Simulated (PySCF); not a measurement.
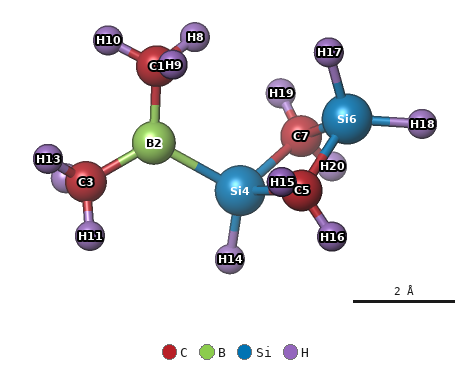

Fig. 1: The structure (ball-and-stick view, seen on its broad side; atoms are numbered from 1 in the order of the input).

# C₄H₁₃BSi₂: a changed input and its effect

System: C₄H₁₃BSi₂.
Method of run 1: GIAO PBE0/pcSseg-1 NMR shielding, non-relativistic, IEF-PCM chloroform (PySCF 2.14.0).

The geometry comes from this level: PBE0-D3(BJ)/def2-SVP. Text and figures count atoms from 1; the logs count them from 0 in places.

Input file, run 1:
```
{"job": {"kind": "nmr", "xc": "PBE0", "basis": "pcSseg-1", "solvent": "chloroform", "pop": false}, "charge": 0, "multiplicity": 1}
C      1.295895     0.860595     1.353176
B      1.321125    -0.308608     0.308808
C      2.667067    -1.020745    -0.055150
Si    -0.418326    -0.845034    -0.594895
C     -1.089897     0.605289    -1.670113
Si    -2.306213     0.969484    -0.255625
C     -1.954630    -0.715440     0.548383
H      0.370591     0.949020     1.942578
H      1.342845     1.782746     0.736827
H      2.170929     0.891868     2.022022
H      2.716939    -1.461861    -1.061695
H      2.704910    -1.878983     0.649265
H      3.570614    -0.421970     0.143426
H     -0.340784    -2.142577    -1.348661
H     -0.395570     1.398514    -1.981819
H     -1.609516     0.228875    -2.566641
H     -1.842158     2.108183     0.599060
H     -3.726074     1.231852    -0.655496
H     -1.795712    -0.750277     1.635828
H     -2.726914    -1.457196     0.286151
```

The first line tells a small driver script what to run in PySCF; the rest is the geometry in Å.

Launched with:
```bash
OMP_NUM_THREADS=1 python <driver script> task.json out
```

Hardware: 1 CPU thread, shared host.

Output (run 1):
```
coarse grid: 16744 points
cycle   1  E = -763.4357735858  dE =  3.216e-01  |g| = 5.948e-01  |ddm| = 3.901e+00
cycle   2  E = -763.3959888302  dE =  3.978e-02  |g| = 6.984e-01  |ddm| = 1.195e+00
cycle   3  E = -763.5278241864  dE = -1.318e-01  |g| = 5.314e-02  |ddm| = 7.297e-01
cycle   4  E = -763.5284642354  dE = -6.400e-04  |g| = 2.577e-02  |ddm| = 9.111e-02
cycle   5  E = -763.5286469027  dE = -1.827e-04  |g| = 3.073e-03  |ddm| = 2.794e-02
cycle   6  E = -763.5286491487  dE = -2.246e-06  |g| = 7.173e-04  |ddm| = 3.939e-03
final grid: 149728 points
cycle   7  E = -763.5670162486  dE = -3.152e-05  |g| = 8.403e-03  |ddm| = 2.958e-02
cycle   8  E = -763.5670082309  dE =  8.018e-06  |g| = 1.009e-02  |ddm| = 1.668e-02
cycle   9  E = -763.5670347622  dE = -2.653e-05  |g| = 6.237e-04  |ddm| = 9.087e-03
cycle  10  E = -763.5670348506  dE = -8.845e-08  |g| = 2.247e-04  |ddm| = 9.046e-04
cycle  11  E = -763.5670348641  dE = -1.348e-08  |g| = 2.795e-05  |ddm| = 2.312e-04
cycle  12  E = -763.5670348643  dE = -1.521e-10  |g| = 6.133e-06  |ddm| = 5.327e-05
converged SCF energy = -763.5670348643

GIAO shielding tensors (ppm)
atom      isotropic    diamagn.    paramagn.     s11        s22        s33       span
  0 C      163.860     255.354     -91.494    138.706    172.375    180.500     41.794
  1 B       -2.661     194.226    -196.887    -75.171    -60.071    127.258    202.429
  2 C      161.350     253.900     -92.550    136.143    169.351    178.557     42.415
  3 Si     379.154     881.809    -502.655    352.068    373.526    411.867     59.799
  4 C      193.310     258.174     -64.864    184.026    195.613    200.292     16.266
  5 Si     377.701     879.800    -502.099    333.251    369.764    430.087     96.836
  6 C      193.639     258.763     -65.124    186.368    193.820    200.729     14.361
  7 H       29.191      33.290      -4.098     24.697     29.834     33.042      8.345
  8 H       30.302      31.823      -1.521     25.751     30.338     34.817      9.066
  9 H       29.686      30.479      -0.793     25.937     28.611     34.509      8.573
 10 H       29.350      30.991      -1.640     25.528     29.059     33.464      7.936
 11 H       30.375      29.318       1.057     26.662     29.032     35.431      8.769
 12 H       29.671      29.839      -0.168     26.179     28.784     34.049      7.870
 13 H       26.389      31.021      -4.632     23.459     24.245     31.462      8.003
 14 H       31.329      32.346      -1.018     26.649     28.677     38.660     12.012
 15 H       30.563      30.471       0.092     26.915     27.051     37.723     10.808
 16 H       26.242      29.811      -3.568     23.972     24.720     30.035      6.063
 17 H       26.091      28.457      -2.366     22.266     23.941     32.065      9.799
 18 H       31.080      32.265      -1.184     26.090     28.765     38.387     12.298
 19 H       30.652      30.391       0.261     26.741     27.327     37.889     11.148
```

For run 2 the input was changed thus:
```diff
-"solvent": "chloroform"
-"pop": false
+"solvent": "acetone"
+"pop": true
```

Predict how the results change.

The total energy of run 2 is 0.37 kcal/mol lower: the change of the electrostatic solvation energy at this fixed geometry, without cavity or dispersion terms. The dipole moment goes from 1.10 to 1.15 D. Of all shieldings, the largest change is that of Si4, by −0.3 ppm. The number of SCF iterations is the same.

Output (run 2):
```
coarse grid: 16744 points
cycle   1  E = -763.4366060214  dE =  3.208e-01  |g| = 5.938e-01  |ddm| = 3.901e+00
cycle   2  E = -763.3982103710  dE =  3.840e-02  |g| = 6.945e-01  |ddm| = 1.184e+00
cycle   3  E = -763.5284356807  dE = -1.302e-01  |g| = 5.242e-02  |ddm| = 7.156e-01
cycle   4  E = -763.5290556079  dE = -6.199e-04  |g| = 2.544e-02  |ddm| = 8.838e-02
cycle   5  E = -763.5292336790  dE = -1.781e-04  |g| = 2.990e-03  |ddm| = 2.727e-02
cycle   6  E = -763.5292357811  dE = -2.102e-06  |g| = 7.126e-04  |ddm| = 3.870e-03
final grid: 149728 points
cycle   7  E = -763.5676018095  dE = -3.163e-05  |g| = 8.380e-03  |ddm| = 2.955e-02
cycle   8  E = -763.5675940862  dE =  7.723e-06  |g| = 1.003e-02  |ddm| = 1.650e-02
cycle   9  E = -763.5676202064  dE = -2.612e-05  |g| = 6.184e-04  |ddm| = 8.882e-03
cycle  10  E = -763.5676202928  dE = -8.642e-08  |g| = 2.233e-04  |ddm| = 8.872e-04
cycle  11  E = -763.5676203061  dE = -1.333e-08  |g| = 2.896e-05  |ddm| = 2.242e-04
cycle  12  E = -763.5676203063  dE = -1.667e-10  |g| = 6.588e-06  |ddm| = 5.624e-05
converged SCF energy = -763.5676203063

GIAO shielding tensors (ppm)
atom      isotropic    diamagn.    paramagn.     s11        s22        s33       span
  0 C      164.115     255.483     -91.368    138.953    172.633    180.758     41.804
  1 B       -2.401     194.120    -196.521    -74.216    -60.111    127.124    201.340
  2 C      161.583     253.999     -92.417    136.344    169.593    178.811     42.466
  3 Si     378.858     881.820    -502.962    351.904    373.197    411.474     59.570
  4 C      193.416     258.239     -64.823    184.009    195.790    200.449     16.440
  5 Si     377.696     879.819    -502.123    333.590    369.491    430.007     96.417
  6 C      193.727     258.822     -65.094    186.328    194.003    200.852     14.524
  7 H       29.202      33.328      -4.125     24.699     29.841     33.066      8.368
  8 H       30.270      31.816      -1.546     25.711     30.281     34.818      9.107
  9 H       29.682      30.476      -0.794     25.921     28.607     34.519      8.598
 10 H       29.367      31.011      -1.644     25.535     29.075     33.490      7.954
 11 H       30.336      29.289       1.047     26.615     28.968     35.425      8.811
 12 H       29.668      29.835      -0.166     26.165     28.783     34.057      7.893
 13 H       26.425      31.087      -4.662     23.503     24.288     31.485      7.982
 14 H       31.296      32.327      -1.030     26.609     28.629     38.651     12.042
 15 H       30.544      30.446       0.097     26.890     27.027     37.714     10.825
 16 H       26.260      29.858      -3.598     23.986     24.743     30.051      6.065
 17 H       26.110      28.492      -2.382     22.286     23.965     32.078      9.792
 18 H       31.054      32.254      -1.200     26.059     28.722     38.381     12.322
 19 H       30.630      30.365       0.265     26.715     27.297     37.877     11.162
```

The two runs side by side:

| quantity | run 1 | run 2 |
| --- | --- | --- |
| outcome | converged | converged |
| total energy (hartree) | −763.567035 | −763.567620 |
| HOMO (eV) | −6.94 | −6.93 |
| LUMO (eV) | −1.20 | −1.16 |
| dipole moment (D) | 1.10 | 1.15 |
| shielding of C1 (ppm) | 163.9 | 164.1 |
| shielding of B2 (ppm) | −2.7 | −2.4 |
| shielding of C3 (ppm) | 161.4 | 161.6 |
| shielding of Si4 (ppm) | 379.2 | 378.9 |
| shielding of C5 (ppm) | 193.3 | 193.4 |
| shielding of C7 (ppm) | 193.6 | 193.7 |
| shielding of H12 (ppm) | 30.4 | 30.3 |
| SCF iterations | 12 | 12 |
| basis functions | 198 | 198 |
| wall time (shared host) | 26 s | 28 s |
